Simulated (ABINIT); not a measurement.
## AlGaAs2 (zincblende [001] superlattice) (P-4m2): G0W0 with ABINIT, start to end

Aim: the G0W0 gap of AlGaAs2 (zincblende [001] superlattice) (P-4m2) on PBEsol with spin-orbit coupling, step by step.

Main program and level: ABINIT 10.8.3; PBEsol and many-body steps on it, plane waves.

The structure was built from a prototype and need not be the compound's stable phase.

### 1. The starting structure

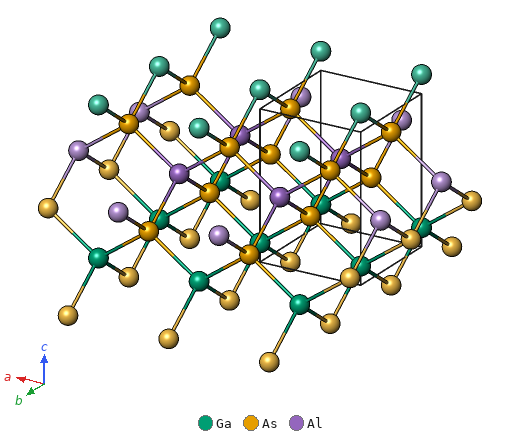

The cell as given, from a free direction (gallium teal, arsenic orange, aluminium purple). 2×2×1 cells are drawn. Some periodic images of atoms are drawn too.

The structure was relaxed with PBEsol. The structure type comes from a generator and need not be one that this composition takes. The runs that relaxed it are not among those shown.

### 2. Ground state

This step: ABINIT 10.8.3; DFT, PBEsol with spin-orbit coupling, plane waves, norm-conserving pseudopotentials.

The ground-state density comes first.

Input file run.abi:

```
acell 3*1.0 Angstrom
rprim 
  4.012873860044 0.000000000000 0.000000000000
  0.000000000000 4.012873860044 0.000000000000
  0.000000000000 0.000000000000 5.653081698734
ntypat 3
znucl 31 33 13
natom 4
typat 1 2 3 2
xred 
  0.000000000000 0.000000000000 0.125000000000
  0.500000000000 0.000000000000 0.375237529043
  0.500000000000 0.500000000000 0.625000000000
  0.000000000000 0.500000000000 0.874762470957
pp_dirpath "pseudos"
pseudos "Ga.upf, As.upf, Al.upf"
ecut 45
nspinor 2
ngkpt 4 4 4
nshiftk 1
shiftk 0 0 0
kptopt 1
chksymbreak 0
nband 82
occopt 1
tolvrs 1e-08
nstep 60
prtwf 0
optforces 0
optstress 0
indata_prefix "in"
outdata_prefix "out"
tmpdata_prefix "tmp"
```

Started as:

```
OMP_NUM_THREADS=1 mpirun -n 8 abinit run.abi > log
```

Numbers of over 12 decimals in the logs are rounded to 6 here.

The program printed:

```text
.Version 10.8.3 of ABINIT. v10.8.2 released Aug 2026.

 Symmetries : space group P-4 m 2 (#115); Bravais tP (primitive tetrag.)
================================================================================
 Values of the parameters that define the memory need of the present run
     intxc =       0    ionmov =       0      iscf =       7    lmnmax =      14
     lnmax =      14     mgfft =      72  mpssoang =       5    mqgrid =    3226
     natom =       4  nloc_mem =       1    nspden =       1   nspinor =       2
    nsppol =       1      nsym =       8    n1xccc =    2501    ntypat =       3
    occopt =       1   xclevel =       2
-    mband =          82        mffmem =           1         mkmem =           3
       mpw =        8901          nfft =      165888          nkpt =          18
================================================================================
  Rough estimation (10% accuracy) of disk space for files :
================================================================================

--------------------------------------------------------------------------------
------------- Echo of variables that govern the present computation ------------
--------------------------------------------------------------------------------
 -outvars: echo values of preprocessed input variables --------
            acell      1.8897261259E+00  1.8897261259E+00  1.8897261259E+00 Bohr

      chksymbreak           0
             ecut      4.50000000E+01 Hartree
-          fftalg         312

              ixc     -116133
              kpt      0.00000000E+00  0.00000000E+00  0.00000000E+00
                       2.50000000E-01  0.00000000E+00  0.00000000E+00
                       5.00000000E-01  0.00000000E+00  0.00000000E+00
                       2.50000000E-01  2.50000000E-01  0.00000000E+00
                       5.00000000E-01  2.50000000E-01  0.00000000E+00
                       5.00000000E-01  5.00000000E-01  0.00000000E+00
                       0.00000000E+00  0.00000000E+00  2.50000000E-01
                       2.50000000E-01  0.00000000E+00  2.50000000E-01
                       5.00000000E-01  0.00000000E+00  2.50000000E-01
   [... 7 further rows ...]
                       5.00000000E-01  2.50000000E-01  5.00000000E-01
                       5.00000000E-01  5.00000000E-01  5.00000000E-01
         kptrlatt        4    0    0      0    4    0      0    0    4
          kptrlen      3.03329303E+01
P           mkmem           3
            natom           4
            nband          82
            ngfft          48      48      72
             nkpt          18
          nspinor           2
            nstep          60
             nsym           8
           ntypat           3
              occ      1.000000  1.000000  1.000000  1.000000  1.000000  1.000000
                       1.000000  1.000000  1.000000  1.000000  1.000000  1.000000
                       1.000000  1.000000  1.000000  1.000000  1.000000  1.000000
                       1.000000  1.000000  1.000000  1.000000  1.000000  1.000000
                       1.000000  1.000000  1.000000  1.000000  1.000000  1.000000
                       1.000000  1.000000  1.000000  1.000000  1.000000  1.000000
                       1.000000  1.000000  1.000000  1.000000  1.000000  1.000000
                       1.000000  1.000000  1.000000  1.000000  1.000000  1.000000
                       1.000000  1.000000  1.000000  1.000000  1.000000  1.000000
                       1.000000  1.000000  1.000000  1.000000  1.000000  1.000000
                       1.000000  1.000000  1.000000  1.000000  1.000000  1.000000
                       1.000000  1.000000  1.000000  1.000000  0.000000  0.000000
                       0.000000  0.000000  0.000000  0.000000  0.000000  0.000000
                       0.000000  0.000000  0.000000  0.000000
        optforces           0
        optstress           0
            prtwf           0
            rprim      4.0128738600E+00  0.0000000000E+00  0.0000000000E+00
[...]
spgroup         115

           tolvrs      1.00000000E-08

             xred      0.0000000000E+00  0.0000000000E+00  1.2500000000E-01
[...]
znucl       31.00000   33.00000   13.00000

================================================================================

 chkinp: Checking input parameters for consistency.

================================================================================
== DATASET  1 ==================================================================
-   mpi_nproc: 8, omp_nthreads: 1 (-1 if OMP is not activated)

--- !DatasetInfo
iteration_state: {dtset: 1, }
dimensions: {natom: 4, nkpt: 18, mband: 82, nsppol: 1, nspinor: 2, nspden: 1, mpw: 8901, }
cutoff_energies: {ecut:  45.0, pawecutdg:  -1.0, }
electrons: {nelect:   7.00000000E+01, charge:   0.00000000E+00, occopt:   1.00000000E+00, tsmear:   1.00000000E-02, }

 Real(R)+Recip(G) space primitive vectors, cartesian coordinates (Bohr,Bohr^-1):
 R(1)=  7.5832326  0.0000000  0.0000000  G(1)=  0.1318699  0.0000000  0.0000000
 R(2)=  0.0000000  7.5832326  0.0000000  G(2)=  0.0000000  0.1318699  0.0000000
 R(3)=  0.0000000  0.0000000 10.6827762  G(3)=  0.0000000  0.0000000  0.0936086
 Unit cell volume ucvol=  6.1431749E+02 bohr^3
[...]
nproj     2     3     2     0
     spin-orbit psp
        nprojso     4     3     0
  pspatm : epsatm=    0.68869766
         --- l  ekb(1:nproj) -->
[...]
1    6.232105    0.924981    0.000189
[...]
spin-orbit 1    0.171544   -0.017660    0.007933   -0.000042
  spin-orbit 2    0.000788   -0.000785    0.000101
 pspatm: atomic psp has been read  and splines computed

   5.00489926E+03                                ecore*ucvol(ha*bohr**3)
--------------------------------------------------------------------------------

_setup2: Arith. and geom. avg. npw (full set) are    8855.453    8855.444

================================================================================

--- !BeginCycle
iteration_state: {dtset: 1, }
solver: {iscf: 7, nstep: 60, nline: 4, wfoptalg: 0, }
tolerances: {tolvrs: 1.00E-08, }

     iter   Etot(hartree)      deltaE(h)  residm     vres2
 ETOT  1  -840.20727167807    -8.402E+02 1.175E+00 6.988E+04
 ETOT  2  -844.59622081236    -4.389E+00 1.384E+00 1.452E+05
 ETOT  3  -857.91003750888    -1.331E+01 1.620E-01 2.139E+04
 ETOT  4  -859.44328661114    -1.533E+00 3.724E-01 9.915E+03
 ETOT  5  -859.80552640505    -3.622E-01 2.214E-02 5.970E+03
 ETOT  6  -860.19422944429    -3.887E-01 2.502E-02 2.049E+03
 ETOT  7  -860.23721383883    -4.298E-02 7.827E-03 1.562E+03
 ETOT  8  -860.30741475697    -7.020E-02 2.749E-03 8.301E+02
 ETOT  9  -860.37315150002    -6.574E-02 1.463E-02 1.361E+02
 ETOT 10  -860.38632042917    -1.317E-02 3.160E-02 3.811E-01
 ETOT 11  -860.38639836367    -7.793E-05 2.653E-03 1.173E-01
 ETOT 12  -860.38640710945    -8.746E-06 2.625E-03 7.769E-03
 ETOT 13  -860.38640758151    -4.721E-07 8.555E-04 5.848E-04
 ETOT 14  -860.38640761537    -3.386E-08 1.254E-03 2.779E-05
 ETOT 15  -860.38640762202    -6.656E-09 6.429E-04 5.846E-06
 ETOT 16  -860.38640762327    -1.246E-09 6.890E-04 2.392E-07
 ETOT 17  -860.38640762329    -2.296E-11 4.596E-04 1.181E-09

 At SCF step   17       vres2   =  1.18E-09 < tolvrs=  1.00E-08 =>converged.

--- !ResultsGS
iteration_state: {dtset: 1, }
comment   : Summary of ground state results
lattice_vectors:
- [  7.5832326,   0.0000000,   0.0000000, ]
- [  0.0000000,   7.5832326,   0.0000000, ]
- [  0.0000000,   0.0000000,  10.6827762, ]
lattice_lengths: [   7.58323,    7.58323,   10.68278, ]
lattice_angles: [ 90.000,  90.000,  90.000, ] # degrees, (23, 13, 12)
lattice_volume:   6.1431749E+02
convergence: {deltae: -2.296E-11, res2:  1.181E-09, residm:  4.596E-04, diffor:  0.000E+00, }
etotal    :  -8.60386408E+02
entropy   :   0.00000000E+00
fermie    :   1.89877201E-01
cartesian_stress_tensor: null
pressure_GPa: null
xred      :
- [  0.0000E+00,   0.0000E+00,   1.2500E-01, Ga]
- [  5.0000E-01,   0.0000E+00,   3.7524E-01, As]
- [  5.0000E-01,   5.0000E-01,   6.2500E-01, Al]
- [  0.0000E+00,   5.0000E-01,   8.7476E-01, As]
cartesian_forces: null
force_length_stats: {min: null, max: null, mean: null, }

 Integrated electronic density in atomic spheres:
 ------------------------------------------------
 Atom  Sphere_radius  Integrated_density
[...]
4        2.00000         20.40991824
================================================================================

 ----iterations are completed or convergence reached----

 Mean square residual over all n,k,spin=   19.037E-07; max=  45.963E-05
 reduced coordinates (array xred) for    4 atoms
       0.000000000000      0.000000000000      0.125000000000
       0.500000000000      0.000000000000      0.375237529043
       0.500000000000      0.500000000000      0.625000000000
       0.000000000000      0.500000000000      0.874762470957
 rms dE/dt=  0.0000E+00; max dE/dt=  0.0000E+00; dE/dt below (all hartree)
    1       0.000000000000      0.000000000000      0.000000000000
    2       0.000000000000      0.000000000000      0.000000000000
    3       0.000000000000      0.000000000000      0.000000000000
    4       0.000000000000      0.000000000000      0.000000000000

 cartesian coordinates (angstrom) at end:
    1      0.000000     0.000000     0.706635
    2      2.006437     0.000000     2.121248
    3      2.006437     2.006437     3.533176
    4      0.000000     2.006437     4.945104
 length scales=  1.889726125908  1.889726125908  1.889726125908 bohr
              =  1.000000000000  1.000000000000  1.000000000000 angstroms
 prteigrs : about to open file out_EIG
 Fermi (or HOMO) energy (hartree) =   0.18988   Average Vxc (hartree)=  -0.36011
 Eigenvalues (hartree) for nkpt=  18  k points:
 kpt#   1, nband= 82, wtk=  0.01563, kpt=  0.0000  0.0000  0.0000 (reduced coord)
  -6.57481   -6.57481   -6.57481   -6.57481   -5.07916   -5.07916   -4.62553   -4.62553
  -4.62552   -4.62552   -4.44124   -4.44124   -4.44123   -4.44123   -4.44054   -4.44054
  -4.44054   -4.44054   -3.36261   -3.36261   -3.22927   -3.22927   -3.22910   -3.22910
  -1.10776   -1.10776   -1.10773   -1.10773   -1.10694   -1.10694   -1.10693   -1.10693
  -1.08121   -1.08121   -1.08121   -1.08121   -1.08047   -1.08047   -1.08041   -1.08041
  -1.08016   -1.08016   -1.08015   -1.08015   -0.36101   -0.36101   -0.36014   -0.36014
  -0.34504   -0.34504   -0.34301   -0.34301   -0.34265   -0.34265   -0.26566   -0.26566
  -0.18339   -0.18339   -0.03872   -0.03872    0.09452    0.09452    0.09836    0.09836
   0.17782    0.17782    0.18902    0.18902    0.18988    0.18988    0.22274    0.22274
   0.23722    0.23722    0.26166    0.26166    0.32914    0.32914    0.33323    0.33323
   0.33336    0.33336
 prteigrs : prtvol=0 or 1, do not print more k-points.

--- !EnergyTerms
iteration_state     : {dtset: 1, }
comment             : Components of total free energy in Hartree
kinetic             :  3.93277807338607E+02
hartree             :  3.98784158437086E+02
xc                  : -8.11982911039421E+01
Ewald energy        : -3.46617645288223E+02
psp_core            :  8.14708897445984E+00
local_psp           : -1.02199269644228E+03
non_local_psp       : -2.10786829538996E+02
total_energy        : -8.60386407623292E+02
total_energy_eV     : -2.34123068586295E+04
band_energy         : -1.35402179953746E+02

== END DATASET(S) ==============================================================
================================================================================

 -outvars: echo values of variables after computation  --------
           etotal     -8.6038640762E+02
            nband          82
             nkpt          18
          spgroup         115
 [... the other variables as echoed above ...]

 Calculation completed.
```

Run time: 14 min. Hardware: 8 MPI ranks of Arm Neoverse N1, shared host; peak memory 1.3 GiB.

This step gave:

* total energy: -23412.3069 eV
* gap: 0.8942 eV
* k of the valence top: 0, 0, 0
* k of the conduction bottom: 0, 0, 0
* least direct gap: 0.8942 eV

The gap is direct, at Γ.

[end of part 1 of 3]

[Paths, hosts, dates, memory and timing lines, banners, echoed tables and standing remarks are left out of the program output.]

[Logs are printed without paths, hosts, clocks, repeated set-up lines and the standing remarks that a program may print on its own settings, such as how far it seeks lower states.]

[Runs of the session that timed out or met a known fault of the program may be left out.]

[Hosts, paths, dates, database ids (printed as entryN), source tags and the programs' standing remarks are cut or masked in the printed files.]

[G0W0 gaps are taken among the corrected bands and points alone; a level outside them can change the order at an edge.]

[Where Ansatz stands beside ABINIT at settings called matched, ABINIT's density can come from a denser mesh and the files from another edition; pairs whose starting gaps differed by over 0.03 eV were left out, so agreement reads better than it is.]
